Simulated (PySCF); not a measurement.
SMILES C[Si](C)(C)Br (C3H9BrSi), PBE0/def2-SVP optimised geometry. Atoms within 1.6 Å of the plane z = 0.0 Å (x, y, z in Å): C1 (-0.93, -1.66, -1.42), Si2 (-0.24, -0.64, 0.00), C3 (-0.93, 1.10, 0.00), C4 (1.63, -0.64, 0.00), H7 (-0.56, -2.69, -1.38), H8 (-2.03, -1.69, -1.38), H9 (-0.55, 1.67, 0.86), H10 (-0.63, 1.63, -0.92), H11 (-2.03, 1.09, 0.05), H12 (2.02, -0.17, -0.92), H13 (2.03, -1.67, 0.05), H14 (2.03, -0.09, 0.86).

Computed with PySCF with PBE0/def2-TZVP. Cells within 0.4 Å of a nucleus heavier than hydrogen are left out (blank, or x).

Map of the deformation density (molecule minus spherical neutral atoms) (e/bohr³) on the plane z = 0.0 Å:

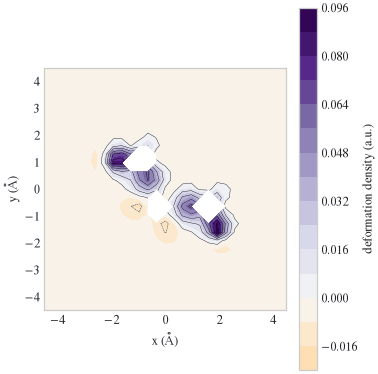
*Deformation density (molecule minus spherical neutral atoms) (e/bohr³) on the plane z = 0.0 Å.*
